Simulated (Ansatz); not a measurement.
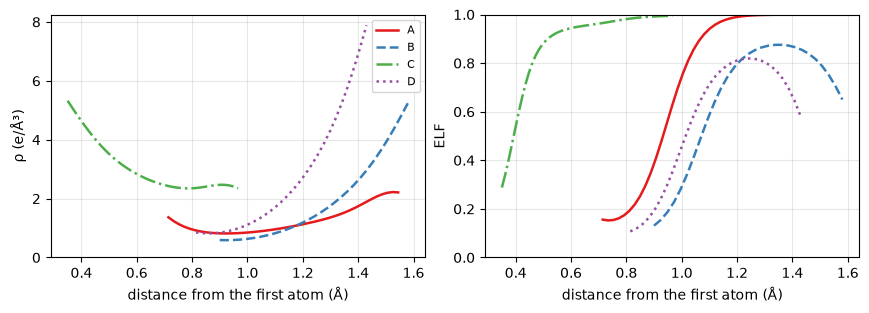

*F2Ga2H4O2 (SMILES [F][GaH-]1[OH+][GaH-]([F])[OH+]1). Total electron density and ELF along straight lines between neighbouring atoms. The curves leave out the atomic cores.*

Geometry: PBE0-D4/def2-SVP.

Theory: isolated molecule in a Gaussian basis; Kohn-Sham density functional theory, functional PBE0 (Ansatz 0.2.0).

```xyz
10

F    -0.7945   -0.5856   -2.5758
F    -1.1176    0.4476    1.3572
Ga   -2.0783    0.6050   -2.3981
Ga   -2.3104    1.3472    0.4270
O    -1.3642    1.9326   -1.1686
O    -3.0606    0.0501   -0.8135
H    -2.9133    1.1336   -3.5851
H    -0.4012    1.9543   -1.0952
H    -3.2950    2.3541    1.0611
H    -2.9514   -0.8760   -0.5612
```

Which curve belongs to which contact (Ga–F, Ga–H, Ga–O and O–H)? The first atom named is at distance zero.

Curve A: Ga–H (1.54 Å): ρ at the midpoint is about 1 e/Å³; the ELF climbs to about 1 towards the hydrogen. Curve B: Ga–O (1.95 Å): ρ at the midpoint is about 0.61 e/Å³; the ELF peaks at about 0.90 in the valence shell of O, 0.6 Å from its nucleus, and is about 0.25 at the midpoint. Curve C: O–H (0.97 Å): ρ is about 3.7 e/Å³ halfway; the ELF climbs to about 1 towards the hydrogen; a covalent bond by its length. Curve D: Ga–F (1.76 Å): ρ is about 0.83 e/Å³ halfway; the ELF peaks at about 0.80 in the valence shell of F, 0.5 Å from its nucleus, and is about 0.15 at the midpoint.
